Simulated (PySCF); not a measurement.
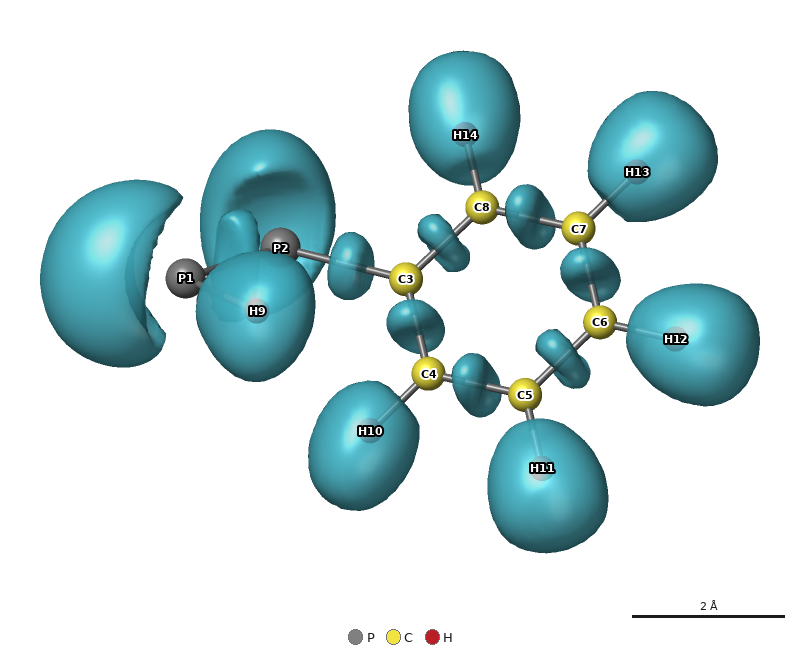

Figure. C₆H₆P₂ (SMILES [H]/P=P\c1ccccc1). Isosurface of the ELF at 0.85 (cyan), seen at a tilt. Only the valence region is drawn (cores and ρ < 0.01 e/Å³ removed).

Geometry: GFN2-xTB.

These are results of CAM-B3LYP/def2-SVPD, SCF density, gas phase (PySCF 2.14.0), not measurements.

Input

```
{"job": {"kind": "uv", "xc": "CAM-B3LYP", "basis": "def2-SVPD", "nstates": 8, "ntriplets": 3}, "charge": 0, "multiplicity": 1}
P      3.585288    -0.713426     0.001330
P      1.953935    -1.901272    -0.240940
C      0.531600    -0.759563    -0.114145
C      0.413639     0.373535    -0.914405
C     -0.697258     1.188298    -0.806317
C     -1.699162     0.882687     0.100480
C     -1.593826    -0.250087     0.890698
C     -0.491947    -1.076086     0.775055
H      2.935855     0.518409     0.183404
H      1.193432     0.610911    -1.627151
H     -0.782136     2.063718    -1.433552
H     -2.564084     1.523171     0.186043
H     -2.375920    -0.494453     1.594327
H     -0.410094    -1.966316     1.383007
```

Launched as:

```sh
OMP_NUM_THREADS=1 python probes_run.py task.json out
```

> Where are the electrons localised?

At this value the surface marks out six regions between bonded C–C atoms (shared pairs), one region between bonded C–P atoms (shared pairs), one region between bonded P–P atoms (shared pairs), six regions around hydrogen nuclei and two lobes on P, pointing away from the bonds (lone pairs). Along the contacts the grid gives the following. C–C (1.38 Å): the ELF peaks at about 0.95 between the atoms: localised, covalent bonding. C–P (1.83 Å): the ELF peaks at about 0.95 between the atoms: a covalent bond.
